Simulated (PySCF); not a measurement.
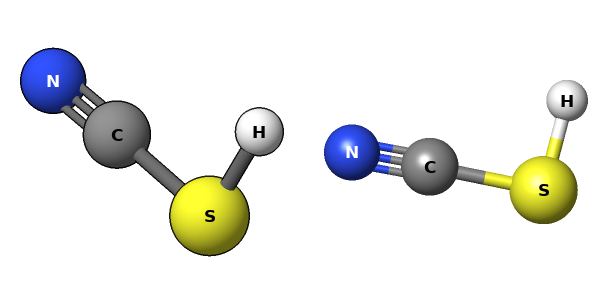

Two views of one molecule.

Computed geometry: GFN2-xTB optimisation. No frequency run is at hand to confirm it as a minimum.

> Give the formula.

CHNS, 4 atoms: 1 carbon, 1 hydrogen, 1 nitrogen and 1 sulfur.

> What is its SMILES?

N#CS

More results for the same structure follow; atom numbers are the same in all pictures, views and colours differ.

**Geometry**

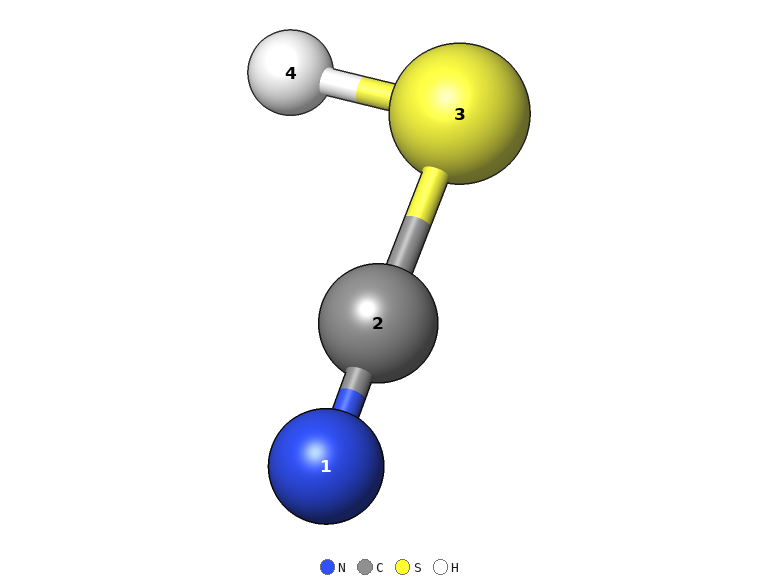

The atoms are numbered. No frequency run is at hand to confirm it as a minimum.

> Describe the coordination of atom 3.

S3 has 2 neighbours (C2 at 1.68, H4 at 1.34 Å); the arrangement is bent.

> What is the geometry at C2?

C2 has 2 neighbours (N1 at 1.14, S3 at 1.68 Å); the arrangement is linear.

**Dipole moment**

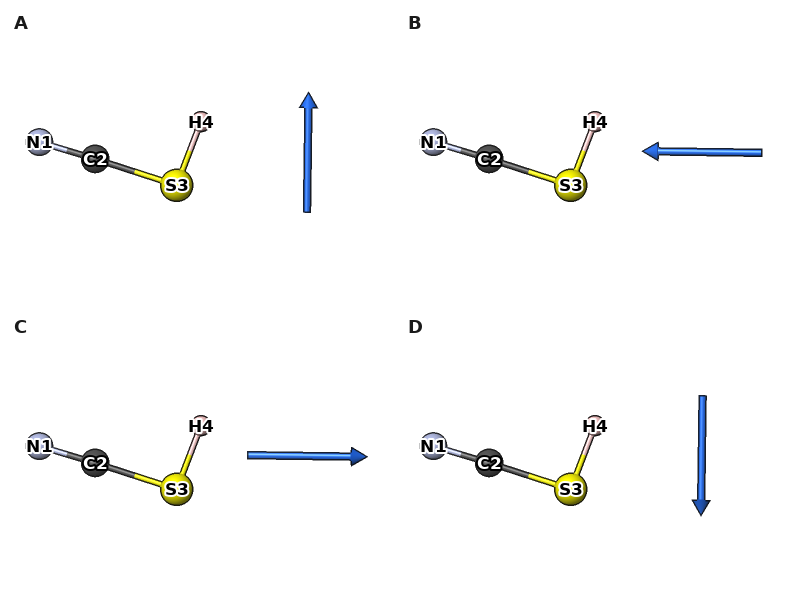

The same molecule four times, each with an arrow. No frequency run is at hand to confirm it as a minimum. Properties computed with ωB97X-D/def2-SVPD, gas phase (PySCF 2.14.0).

> Which arrow points along the dipole moment, from the negative to the positive end?

C. The dipole moment is 3.47 D; it points from the side of N1 to the side of H4 (the outermost atoms at the two ends).

**Polarisability**

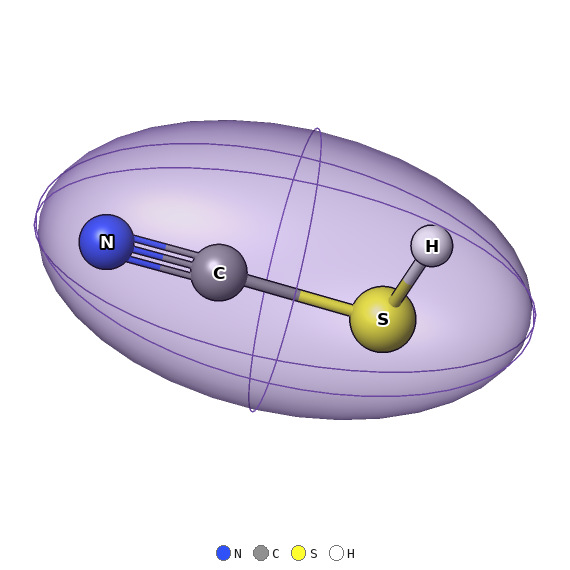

The ellipsoid shows the static dipole polarisability: its half-axes are proportional to the principal values. No frequency run is at hand to confirm it as a minimum. Computed with ωB97X-D/def2-SVPD (PySCF 2.14.0).

> How large and how anisotropic is the polarisability?

Principal values 28.1, 29.1, 50.1 bohr³; mean 35.8 bohr³ (5.30 Å³); anisotropy 21.6 bohr³, so the longest axis is 1.79 times the shortest.

**Excitation**

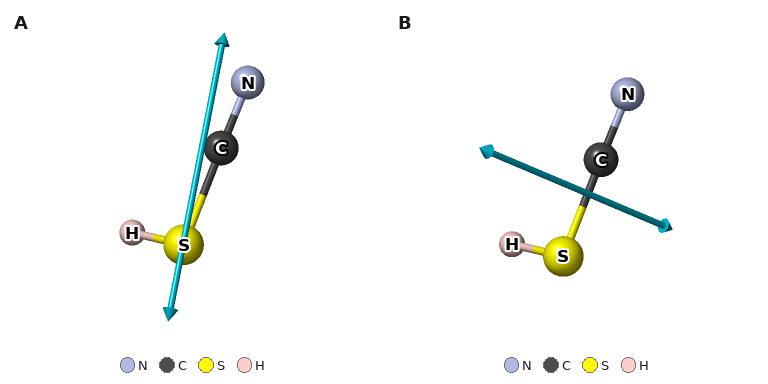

The double arrows show the directions of two transition dipoles from the ground state (lengths mean nothing). No frequency run is at hand to confirm it as a minimum. Level of theory: TDDFT ωB97X-D/def2-SVPD, vertical, gas phase, core orbitals frozen in the response (PySCF 2.14.0).

> One belongs to singlet state 3 and one to singlet state 4. Which is which?

A: state 4, 7.41 eV (167 nm), oscillator strength 0.022, mainly HOMO → LUMO+3 (weight 0.53); polarised in the molecular plane.
B: state 3, 7.05 eV (176 nm), oscillator strength 0.015, mainly HOMO → LUMO+2 (weight 0.64); polarised normal to the molecular plane.
